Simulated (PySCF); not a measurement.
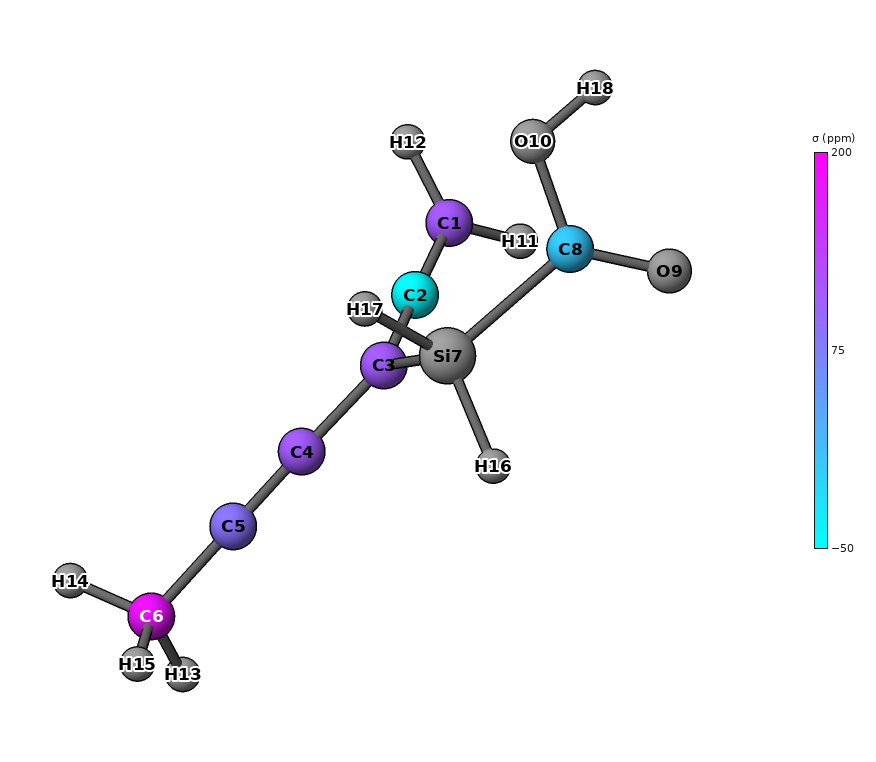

Atoms are coloured by their isotropic NMR shieldings (C only, the others grey). The geometry was computed by an optimisation with GFN2-xTB. No frequency run is at hand to confirm it as a minimum. Method: GIAO PBE0/pcSseg-1 NMR shielding, non-relativistic, gas phase (PySCF 2.14.0).

### Which C atom is the most shielded (lowest chemical shift)?

C6 (180.8 ppm).

### Which C atom is the least shielded (highest chemical shift)?

C2 (−46.5 ppm).

### How wide is the range of C shifts?

227.3 ppm.

List the isotropic NMR shieldings of the C atoms.

```tsv
atom	σ (ppm)
C1	111.7
C2	−46.5
C3	109.2
C4	110.2
C5	86.6
C6	180.8
C8	3.7
```

The geometry is semi-empirical. Around Si such bond lengths and angles can be off by a tenth of an ångström or more and by several degrees, and values that hang on the shape move with them.
